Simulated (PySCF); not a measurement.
Vertical excitations of a molecule C3H6NO, multiplicity 2 from TDA-B3LYP/def2-SVPD (PySCF), as energy in eV (oscillator strength): 3.90 (0.000), 3.98 (0.051), 4.27 (0.010), 5.18 (0.011), 5.26 (0.174), 5.37 (0.001), 5.65 (0.001), 5.86 (0.004), 6.00 (0.000), 6.46 (0.001). Geometry optimised at PBE0-D3(BJ)/def2-SVP. The values are those of a single conformer.

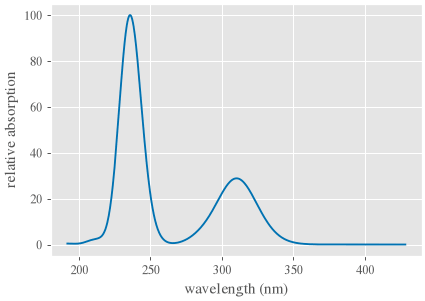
The lines broadened by 0.4 eV.

Task: Which molecule gave these data?
A) CN(C)[C]=O
B) [CH2]N(C)C=O
C) C[N]C(C)=O

Result: B, [CH2]N(C)C=O
